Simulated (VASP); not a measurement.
Band structure of InAs (zinc blende). These are revTPSS meta-GGA, VASP's PBE PAW potentials (set 64) (plane waves; VASP) values and carry that method's errors.

Unless said otherwise, spin-orbit coupling is left out, though it shifts the bands of the heavy elements here.

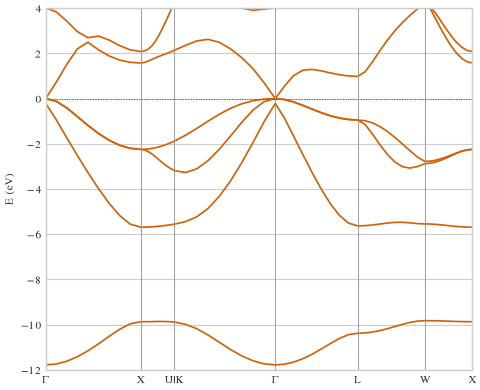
Figure. Bands along high-symmetry lines, zero at the valence-band maximum or, without a gap, the Fermi level

Task: Read the plot: is there a gap, and where are the band edges?

Result: It has no gap at this level: it comes out as a metal or semimetal.

The compound is InAs in the zinc blende structure. It was relaxed first.
